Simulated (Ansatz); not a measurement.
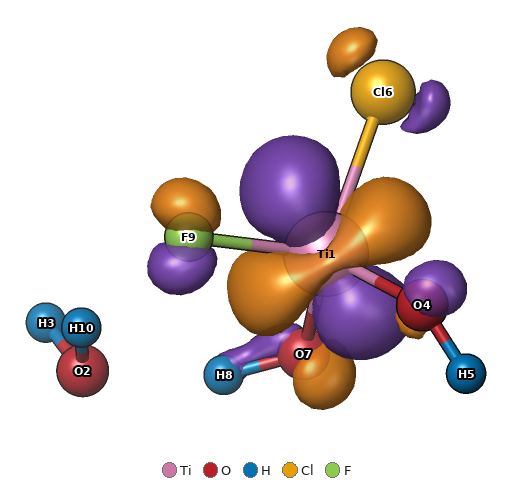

*ClFH2O2Ti···H2O. The LUMO at ±0.15 Å⁻³ᐟ² (orange and purple are the two phases), seen at a tilt.*

All numbers below come from Ansatz, RKS PBE0-D4/def2-SVP.

Input file:

```
crystal:
  periodic: [false, false, false]
  atoms:
    - { symbol: Ti, position_ang: [0.298974, 0.389336, -0.44767] }
    - { symbol: O, position_ang: [-0.530172, -0.381011, 2.485095] }
    - { symbol: H, position_ang: [-1.295267, 0.063828, 2.865979] }
    - { symbol: O, position_ang: [1.760306, -0.047451, -1.332789] }
    - { symbol: H, position_ang: [1.989226, -0.904362, -1.71054] }
    - { symbol: Cl, position_ang: [-1.098348, 1.482322, -1.770898] }
    - { symbol: O, position_ang: [-0.486388, -1.082489, 0.03968] }
    - { symbol: H, position_ang: [-0.632594, -1.07444, 1.023512] }
    - { symbol: F, position_ang: [0.760505, 1.463269, 0.925077] }
    - { symbol: H, position_ang: [0.204057, 0.266397, 2.575855] }
basis:
  gaussian: { orbitals: def2-SVP }
hamiltonian:
  xc: pbe0
  dispersion: d4
relax:
  f_tol: 0.03
  max_steps: 50
output:
  orbitals: {}
```

Run with:

```sh
ansatz run input.yaml --threads 4 --pin off --max-ram 5120MiB --backend cpu --events-out ev --progress --plain --runs-dir out
```

The fields are those of the run's last geometry, not of the input's.

**Describe this orbital and give its energy.**

It lies mainly on Ti1 (about 75 %) and F9 (about 5 %). Its energy is −2.03 eV.
